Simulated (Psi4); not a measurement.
# P4 (SMILES P12P3P1P23) at revPBE/def2-SVPD

What is the vertical singlet–triplet gap of P4 at revPBE/def2-SVPD? 

The results are computed with Psi4 1.11.

3 further runs of the same task are left out: 2 that didn't finish, 1 set aside as unsound or not needed.

**1. The molecule**

The species is P4 (4 atoms), meant as a singlet with charge 0. SMILES: `P12P3P1P23`. Geometry: relaxed at PBE0-D4/def2-TZVP.

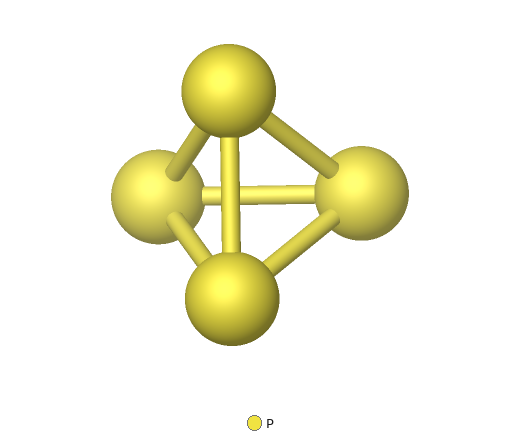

The structure, seen from a chosen angle (phosphorus yellow).

**2. A single-point energy at revPBE/def2-SVPD**

p4.xyz reads:

```xyz
4
P4
P     -0.724800    -0.100000     1.119400
P      1.294900     0.109800     0.315700
P     -0.185000    -1.091700    -0.749800
P     -0.385100     1.081900    -0.685200
```

job.py reads:

```python
import psi4

psi4.set_memory('1600 MB')
psi4.set_num_threads(1)
psi4.core.set_output_file('psi4.out', False)

with open('p4.xyz') as f:
    atoms = ''.join(f.readlines()[2:])
molecule = psi4.geometry('0 1\n' + atoms + 'symmetry c1\nno_reorient\nno_com')

psi4.set_options({
    'basis': 'def2-SVPD',
    'reference': 'rks',
    'puream': True,
    'e_convergence': 1e-09,
    'd_convergence': 1e-08,
    'scf_type': 'pk',
    'dft_radial_points': 99,
    'dft_spherical_points': 590,
})

E = psi4.energy("REVPBE")
print(f'total energy {E:.8f} hartree = {E * 27.211386:.5f} eV')
```

The run is started by

```bash
$ python job.py
```

psi4.out:

```text
[...]
  Running in c1 symmetry.
[...]
  Nuclear repulsion =  327.132424195368571
[...]
  Multiplicity = 1
[...]
  Nalpha       = 30
  Nbeta        = 30
[...]
    Number of basis functions: 96
[...]
   @RKS iter   1: -1364.69518895759461    2.62335e-01   4.07830e-03 DIIS/ADIIS
[...]
   @RKS iter   9: -1364.79691652785732   -4.54747e-13   5.56645e-09 DIIS
[...]
    Orbital Energies [Eh]
    ---------------------
    Doubly Occupied:
       1A    -76.337650     2A    -76.337617     3A    -76.337614
       4A    -76.337612     5A     -6.339296     6A     -6.339240
       7A     -6.339237     8A     -6.339236     9A     -4.555629
      10A     -4.555135    11A     -4.555133    12A     -4.555131
      13A     -4.553469    14A     -4.553468    15A     -4.553434
      16A     -4.553434    17A     -4.553433    18A     -4.553316
      19A     -4.553315    20A     -4.553314    21A     -0.758474
      22A     -0.494075    23A     -0.494065    24A     -0.494061
      25A     -0.321737    26A     -0.271940    27A     -0.271930
      28A     -0.271926    29A     -0.244088    30A     -0.244085
[...]
  @RKS Final Energy: -1364.79691652785732
   => Energetics <=
    Nuclear Repulsion Energy =            327.1324241953685714
    One-Electron Energy =               -2539.3619529449524634
    Two-Electron Energy =                 940.1680544378032209
    DFT Exchange-Correlation Energy =     -92.7354422160766205
    Empirical Dispersion Energy =           0.0000000000000000
    VV10 Nonlocal Energy =                  0.0000000000000000
    Total Energy =                      -1364.7969165278573200
[...]
 Multipole Moments:
 ------------------------------------------------------------------------------------
     Multipole            Electronic (a.u.)      Nuclear  (a.u.)        Total (a.u.)
 ------------------------------------------------------------------------------------
 L = 1.  Multiply by 2.5417464519 to convert [e a0] to [Debye]
 Dipole X            :         -0.0000050           -0.0000000           -0.0000050
 Dipole Y            :          0.0000000            0.0000000            0.0000000
 Dipole Z            :         -0.0028357            0.0028346           -0.0000011
 Magnitude           :                                                    0.0000051
[...]
```

The script printed:

```text
total energy -1364.79691653 hartree = -37138.01571 eV
```

Wall time 13 s (1 thread of Intel Xeon Platinum 8259CL at 2.50GHz (Skylake/Cascade Lake), shared host); peak memory 0.63 GiB.

**3. The triplet: energy and gradient at U-revPBE/def2-SVPD**

p4.xyz is that of step 2.

calc.py reads:

```python
import psi4

psi4.set_memory('1600 MB')
psi4.set_num_threads(1)
psi4.set_output_file('p4.out', False)

with open('p4.xyz') as f:
    atoms = ''.join(f.readlines()[2:])
mol = psi4.geometry('0 3\n' + atoms + 'symmetry c1\nno_reorient\nno_com')

psi4.set_options({
    'reference': 'uks',
    'puream': True,
    'e_convergence': 1e-09,
    'd_convergence': 1e-08,
    'scf_type': 'pk',
    'dft_radial_points': 99,
    'dft_spherical_points': 590,
    'maxiter': 100,
})

E = psi4.gradient("revpbe/def2-SVPD", molecule=mol)
print('gradient / Eh bohr^-1')
print(E.np.round(6))
```

The run is started by

```bash
$ python calc.py
```

p4.out, shortened:

```text
[...]
  Running in c1 symmetry.
[...]
  Nuclear repulsion =  327.132424195368571
[...]
  Multiplicity = 3
[...]
  Nalpha       = 31
  Nbeta        = 29
[...]
    Number of basis functions: 96
[...]
   @UKS iter   1: -1364.53172136624448    4.25803e-01   3.75354e-03 ADIIS/DIIS
[...]
   @UKS iter  30: -1364.62378677404922   -3.86535e-12   4.22678e-09 DIIS
[...]
   @S^2 Observed:                2.011162317E+00
[...]
  @UKS Final Energy: -1364.62378677404922
   => Energetics <=
    Nuclear Repulsion Energy =            327.1324241953685714
    One-Electron Energy =               -2538.7391130205146510
    Two-Electron Energy =                 939.7403654273931579
    DFT Exchange-Correlation Energy =     -92.7574633762960019
    Empirical Dispersion Energy =           0.0000000000000000
    VV10 Nonlocal Energy =                  0.0000000000000000
    Total Energy =                      -1364.6237867740492220
[...]
 Multipole Moments:
 ------------------------------------------------------------------------------------
     Multipole            Electronic (a.u.)      Nuclear  (a.u.)        Total (a.u.)
 ------------------------------------------------------------------------------------
 L = 1.  Multiply by 2.5417464519 to convert [e a0] to [Debye]
 Dipole X            :         -0.0010214           -0.0000000           -0.0010214
 Dipole Y            :         -0.0008543            0.0000000           -0.0008543
 Dipole Z            :         -0.0035113            0.0028346           -0.0006767
 Magnitude           :                                                    0.0014937
[...]
  -Total Gradient:
     Atom            X                  Y                   Z
    ------   -----------------  -----------------  -----------------
       1        0.062488631742    -0.030400616924    -0.052151305282
       2       -0.081665428737     0.030249470454     0.004418556637
       3       -0.032024334926     0.069928851175     0.039771751659
       4        0.051200958081    -0.069775762780     0.007962843937
[...]
```

On the terminal:

```text
gradient / Eh bohr^-1
[[ 0.062489 -0.030401 -0.052151]
 [-0.081665  0.030249  0.004419]
 [-0.032024  0.069929  0.039772]
 [ 0.051201 -0.069776  0.007963]]
```

Wall time 55 s (1 thread of Intel Xeon Platinum 8259CL at 2.50GHz (Skylake/Cascade Lake), shared host); peak memory 0.63 GiB.

**4. Outcome**

At revPBE/def2-SVPD:

| quantity | value |
| --- | --- |
| singlet: total energy | -1364.79692 Eh |
| singlet: dipole moment | 0.00 D |
| singlet: HOMO energy | -6.64 eV |
| singlet: LUMO energy | -1.47 eV |
| singlet: HOMO–LUMO gap | 5.18 eV |
| triplet: total energy | -1364.62379 Eh |
| triplet: dipole moment | 0.00 D |
| triplet: HOMO energy (highest over α and β) | -2.14 eV |
| triplet: ⟨S²⟩ | 2.011 |
| triplet: largest force on an atom | 4.484 eV/Å |
| vertical energy of the triplet above the singlet | 4.711 eV |

What this shows: At this shape the triplet lies 4.71 eV (109 kcal/mol) above the singlet.
